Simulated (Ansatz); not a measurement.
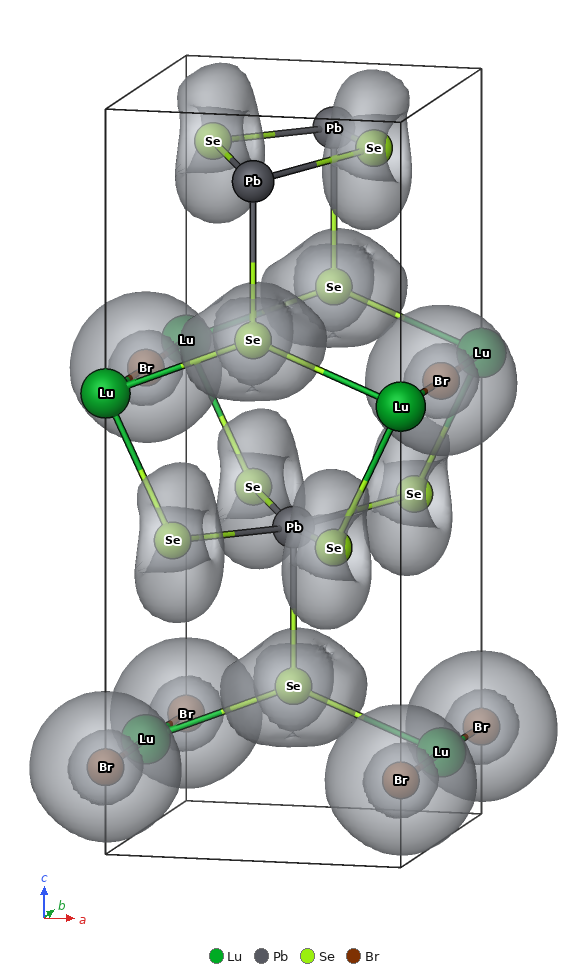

Figure. LuPbSe3Br. Isosurface of the ELF at 0.75 (grey), seen slightly off an axis. Core shells and regions of very low density are left out. Sticks mark near contacts.

Space group Amm2; a generated structure, not necessarily the stable one.

Theory: DFT PBE, scalar-relativistic, plane waves, PAW in Ansatz 0.2.0.

In a PAW calculation such maps are meaningful between the atoms, not at the nuclei.

Input file:

```
crystal:
  lattice:
    - [5.2813641198, 0.0, 0.0]
    - [0.0, 2.7894486266, 6.5504742244]
    - [0.0, -2.7894486266, 6.5504742244]
  atoms:
    - { symbol: Lu, position: [0.0, 0.6184815277, 0.6184815277] }
    - { symbol: Pb, position: [0.5, 0.9118586269, 0.9118586269] }
    - { symbol: Se, position: [0.7726055065, 0.4252911092, 0.4252911092] }
    - { symbol: Se, position: [0.2273944935, 0.4252911092, 0.4252911092] }
    - { symbol: Se, position: [0.5, 0.6985178671, 0.6985178671] }
    - { symbol: Br, position: [0.0, 0.1170382899, 0.1170382899] }
basis:
  ecutwfc: 420
kpoints:
  mp_grid: { grid: [8, 8, 8] }
  band_path:
    path:
      - [[0.0, 0.0, 0.0], [0.0, 0.5, 0.5], [0.0, 0.70466525, 0.29533475]]
      - [[0.0, 0.29533475, -0.29533475], [0.0, 0.0, 0.0], [0.5, 0.0, 0.0], [0.5, 0.29533475, -0.29533475]]
      - [[0.5, 0.70466525, 0.29533475], [0.5, 0.5, 0.5], [0.0, 0.5, 0.5]]
      - [[0.0, 0.0, 0.0], [0.0, 0.5, 0.0], [0.5, 0.5, 0.0], [0.5, 0.0, 0.0], [0.5, 0.5, 0.5]]
    npoints: 14
hamiltonian:
  xc: pbe
scf:
  occupations: { method: gaussian, width: 0.02 }
  n_extra_bands: 15
output:
  forces: true
  stress: true
  eigenvalues: true
  populations: true
  dos: { projected: true, de: 0.02, nscf_kmesh: { grid: [10, 10, 10] } }
  bader: true
  write_density: true
  write_potential: true
  elf: true
  volumetric_format: npy
```

Command:

```sh
ansatz run input.yaml --threads 1 --pin off --max-ram 2560MiB --backend cpu --events-out ev --progress --plain --runs-dir out
```

Below, planes, directions and counts refer to the conventional cell (a = 5.28 Å, b = 5.58 Å, c = 13.10 Å, α = 90.00°, β = 90.00°, γ = 90.00°).

### Describe the localisation domains.

The ELF exceeds this value in two regions wrapped around Br (the valence shell of each) and six regions wrapped around Se (the valence shell of each), counted in one cell of 12 atoms. Any copies at cell faces, edges or corners count once.

Values along the shortest contacts:
Se–Se (2.40 Å): the ELF peaks at about 0.65 between the atoms. Lu–Br (2.79 Å): the ELF is about 0.30 at the midpoint; no shared electron pair shows on this line.

### Which way does charge flow, and how much by Bader's partition?

Electrons move from Lu and Pb towards Se and Br. Bader charges: Lu +1.86, Pb +0.92, Se −1.05 to −0.51 and Br −0.71 e.
